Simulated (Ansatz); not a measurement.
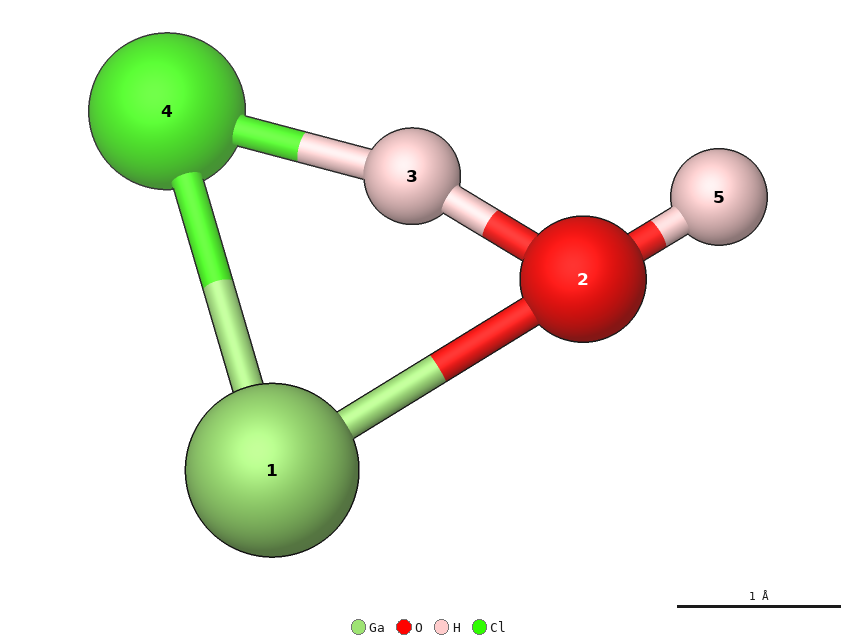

Simulated data, not a measurement (program: Ansatz).

Orthographic view. Depth is shown by fading: the farther an atom, the more it takes the colour of the background. Geometry: atoms displaced at random (about 0.03 Å) from a stationary point of GFN2-xTB.

Give the geometry as a Z-matrix, atoms in numerical order, with these reference atoms: 2 to 1; 3 to 2, 1; 4 to 3, 2, 1; 5 to 2, 3, 4.

```
Ga 
O    1   2.245
H    2   1.267   1    64.9
Cl   3   1.628   2   164.2   1   -22.1
H    2   1.005   3   111.9   4   147.6
```
